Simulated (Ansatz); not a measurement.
# BePd3C (built on the sites of a database entry of CaPd3C): a soft mode frozen in, part 3 of 3

Aim: this structure of BePd3C (built on the sites of a database entry of CaPd3C) is to be tested for unstable modes, and one is followed downhill.

Ansatz 0.2.0; DFT PBEsol, scalar-relativistic, plane waves, PAW.

So far. Step 4 (The mode frozen in, largest atomic shift 0.32 Å): The run ends at a pressure of 1.71 GPa, with forces up to 0.15 eV/Å. Step 5 (Energy along the mode, all amplitudes (two of the runs …): The lowest of the steps tried is at 0.32 Å, 12.2 meV/atom below the parent; the bottom of the well need not coincide with a step.

The structure was built from a prototype and need not be the compound's stable phase.

### Step 6. Relaxing from the distorted cell (continued)

Step by step (22 of 23):

```tsv
step	energy less that of the first step (eV)	largest force component (eV/Å)	pressure (GPa)	volume (Å³)
1	0.0000	0.1490	1.71	129.51
2	-0.0122	0.0750	-0.07	130.71
3	-0.0145	0.0193	-0.08	130.77
4	-0.0152	0.0154	-0.05	130.81
5	-0.0159	0.0275	0.01	130.82
6	0.0598	0.5225	1.11	130.96
7	-0.0186	0.0491	-0.09	130.87
8	-0.0186	0.0370	0.01	130.79
9	-0.0203	0.0106	-0.02	130.78
10	-0.0204	0.0041	-0.03	130.77
11	-0.0205	0.0051	0.07	130.68
13	-0.0205	0.0016	-0.01	130.74
14	-0.0205	0.0016	0.00	130.73
15	-0.0207	0.0194	0.15	130.72
16	-0.0207	0.0105	0.08	130.75
17	-0.0208	0.0076	-0.02	130.84
18	-0.0209	0.0028	-0.02	130.81
19	-0.0209	0.0006	0.00	130.81
20	-0.0209	0.0005	0.00	130.81
21*	-0.0222	0.0005	0.01	130.81
22	-0.0222	0.0007	0.00	130.83
23*	-0.0222	0.0007	0.00	130.83
```

Relaxation steps marked * repeat the geometry before them on a plane-wave basis chosen anew for their cell, so energy and pressure can jump there. Other such steps can lie between the rows shown. Relaxation steps 6, 8 were tried and not accepted.

Forces are held to the 4 operations that the run works with; a distortion that breaks them can't arise in this run.

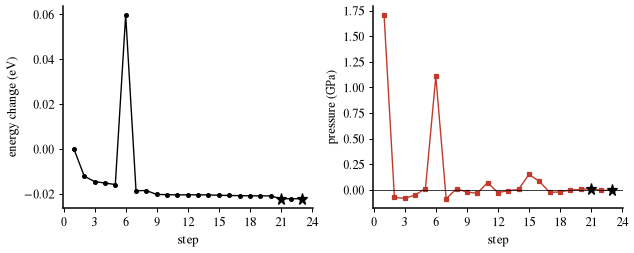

Energy and pressure along the relaxation. Stars mark steps on a basis chosen anew.

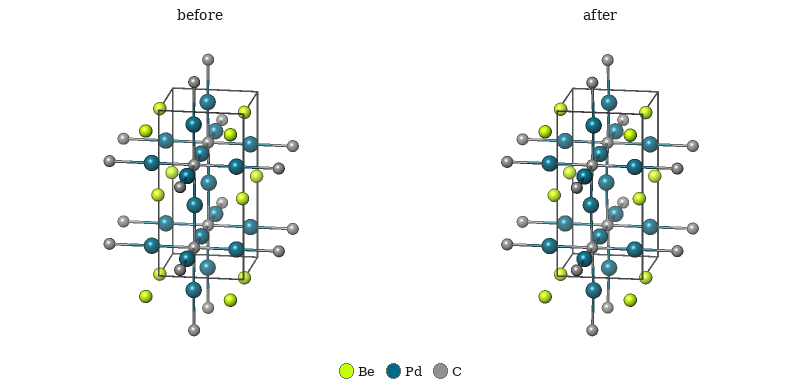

The structure before and after the relaxation, drawn at the same scale.

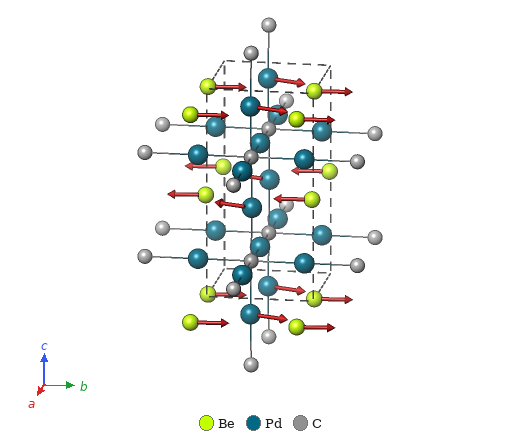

Displacements in the relaxation, exaggerated, measured against the changing cell; the longest in the cell stands for 0.11 Å. 2×1×1 cells are drawn. Some periodic images of atoms are drawn too.

```tsv
cell as run	before	after	change
a (Å)	4.016	4.056	+1.0 %
b (Å)	4.016	4.028	+0.3 %
c (Å)	8.031	8.011	-0.3 %
γ (°)	90.00	91.74	+1.9 %
volume (Å³/atom)	12.95	13.08	+1.0 %
```

The atoms that moved most (Å, as changes of fractional coordinates times the final cell):

```tsv
atom	dx	dy	dz	length
Pd5	0.037	0.102	0.000	0.109
Pd6	-0.037	-0.102	0.000	0.109
Be1	-0.008	0.100	0.000	0.100
Be2	0.008	-0.100	0.000	0.100
```

Final coordinates:

```xyz
10
Lattice="4.0560 -0.0614 0.0000 -0.0614 4.0274 0.0000 0.0000 0.0000 8.0113" Properties=species:S:1:pos:R:3 pbc="T T T"
Be   -0.3312    0.0968    0.0000
Be    0.3312   -0.0968    4.0056
Pd   -0.0307    2.0137    2.0028
Pd   -0.0307    2.0137    6.0085
Pd    2.2243    2.0871    0.0000
Pd    1.7702    1.8790    4.0056
Pd    2.0280   -0.0307    2.0028
Pd    2.0280   -0.0307    6.0085
C     1.9973    1.9830    2.0028
C     1.9973    1.9830    6.0085
```

Numbers from this step:

* pressure: -0.003649 GPa
* volume per atom: 13.08 Å³

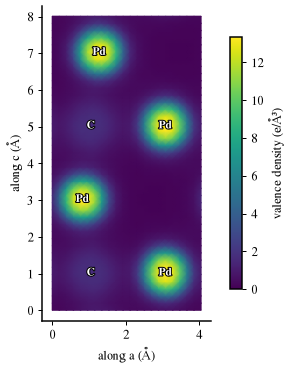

Valence density in the ac plane at fractional y = 0.500, with atoms of Pd and C within 0.2 Å of it. It is the smooth field of the valence electrons, not physical close to the nuclei. The map starts off the cell's origin, so that atoms lie inside it.

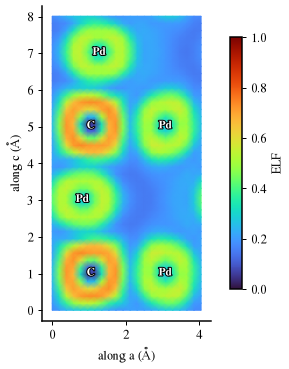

ELF in the ac plane at fractional y = 0.500, with atoms of Pd and C within 0.2 Å of it. It is the smooth field of the valence electrons, not physical close to the nuclei. The map starts off the cell's origin, so that atoms lie inside it.

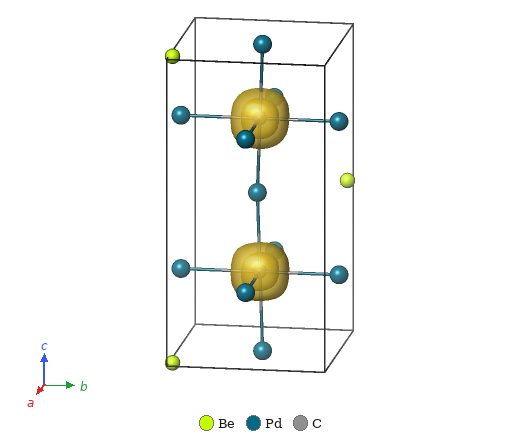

Surface of ELF = 0.66.

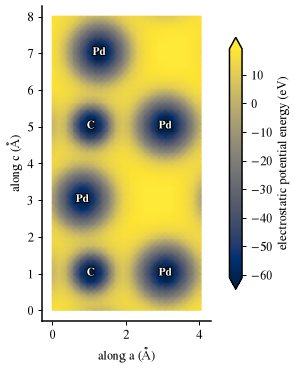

Electrostatic potential energy in the ac plane at fractional y = 0.500, with atoms of Pd and C within 0.2 Å of it. With pseudopotentials it is smooth inside the atoms' cores, unlike the true potential. The map starts off the cell's origin, so that atoms lie inside it.

The distorted start has space group P2_1/m; the relaxation ends in P2_1/m.

### Step 7. Results

```yaml
unstable_mode_of_the_parent: q = (0, 0, -0.5), 128i cm⁻¹
depth_at_the_lowest_point_sampled: 12.2 meV/atom
largest_atomic_shift_at_that_point: 0.32 Å
space_group_reached_within_0p01_a: P2_1/m
energy_gained_over_the_parent_first_relaxation_on_the_mesh_of_the_frozen_mode: 14.4 meV/atom
volume_per_atom_phase_reached: 13.1 Å³
```

**Reading.** Along this mode the structure falls into P2_1/m, 14.4 meV/atom below the parent. At the parent's cell the well is 12.22 meV/atom deep on the steps tried, with its lowest point at a shift of 0.32 Å. Relaxing atoms and cell changes the gain by +2.23 meV/atom against the lowest step (energies at zero smearing). The modes of the phase reached were not computed on this path. Of the 6 patterns followed to their end from this parent, this one reaches the lowest energy. Another end point lies within 1 meV/atom; how such a difference moves with mesh and cutoff was not tested. Each path keeps the symmetry of its pattern, so a lower phase may lie along a pattern not tried. With no gap, or one that is small against the smearing, the frequencies hang on the k mesh and the smearing, most of all near Kohn anomalies. A phonon run warned that its eigensolver left some bands unconverged in a pass. The starting cell was built on a prototype and not taken from a measurement, so the phase need not exist.

[Logs are printed without paths, hosts, clocks, repeated set-up lines and the standing remarks that a program may print on its own settings, such as how far it seeks lower states.]

[Hosts, paths, dates, database ids (printed as entryN), source tags and the programs' standing remarks are cut or masked in the printed files.]
